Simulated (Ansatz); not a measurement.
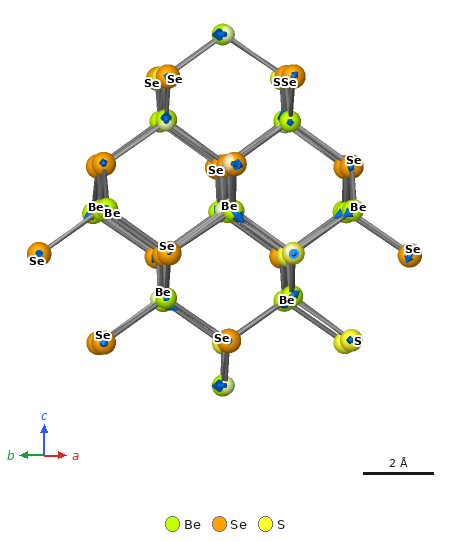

This is a relaxation of a crystal of Be$_{32}$Se$_{24}$S$_{8}$ (a generated structure, set up in P1). The starting structure is drawn faded, the final one solid; blue arrows show the displacements, 5 times their true length.

A ball-and-stick model of the atoms within 5.8 Å of the atom that moves most (axes of the cell of the calculation), seen from a free direction.

The calculation used DFT, PBEsol, PAW, plane waves in Ansatz 0.2.0. Set-up: plane-wave cutoff 420 eV; k-point mesh 1 × 1 × 1; mesh shifted by (0.25, 0.25, 0.25); no spin polarisation; cell relaxed at fixed shape; force threshold 0.03 eV/Å; at most 80 steps.

Q: What did the optimiser do to the structure, and how much energy did it gain?

A: The energy falls by 1.461 eV per cell of the calculation in 4 geometry steps. Largest force component: 1.1 eV/Å at the start, 0.0063 eV/Å at the end. Pressure: 0.43 GPa at the start and 0.02 GPa at the end. The largest move is that of a Be atom, 0.14 Å along [3 −3 −2]. Largest moves by element: Be 0.14 Å, Se 0.09 Å, S 0.07 Å. The lattice vectors keep their values. Among the contacts that change: Be–S 2.263 → 2.134 Å, Be–S 2.226 → 2.114 Å, Be–Se 2.107 → 2.210 Å, Be–S 2.197 → 2.106 Å. Among the angles between lasting bonds that change: Be–Se–Be 107.5° → 113.1°, Se–Be–Se 112.6° → 107.5°, Se–Be–Se 111.2° → 106.1°. The space group stays P1 (No. 1). The run took 72 s on 7 threads of Arm Neoverse-V2, peak memory 2.1 GiB.
